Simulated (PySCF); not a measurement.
# C2H5ClOSi: the cost of one run

Computed with PySCF 2.14.0, with density-fitted response routines of our own, on a single molecule in the gas phase. Atoms are numbered from 0 throughout.

## (1) The molecule as given

10 atoms, charge 0, multiplicity 1; geometry from: GFN2-xTB. The atoms were then displaced at random by about 0.01 Å, so the start is not that level's minimum.

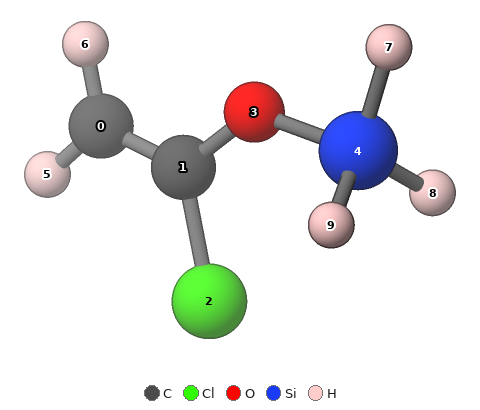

As it starts; carbon dark grey, chlorine green, oxygen red, silicon blue, hydrogen pink, atoms numbered.

## (2) Geometry optimisation at PBE0-D3(BJ)/def2-SVP

What the job is given:

```
{"job": {"xc": "PBE0", "basis": "def2-SVP", "d3": "d3bj", "grid": 1, "shake": 0.01, "kind": "geom"}, "charge": 0, "multiplicity": 1}
C     -1.680470     0.520370     1.120280
C     -0.831480     0.234520     0.170170
Cl    -1.319410     0.240850    -1.512330
O      0.466390    -0.083200     0.391090
Si     1.641840    -0.500700    -0.652520
H     -2.718630     0.807760     0.878920
H     -1.388880     0.538560     2.147230
H      2.695950    -0.694970     0.350270
H      1.907910     0.616460    -1.540260
H      1.277220    -1.700580    -1.373900
```

Started as:

```bash
$ OMP_NUM_THREADS=1 python probes_run.py task.json out
```

This one command runs all jobs of the session in turn.

**Question.** How long does this first job take on 1 thread of Arm Neoverse V1, shared host, and how much memory does it need?

About 27 s, with a peak of 0.43 GiB.
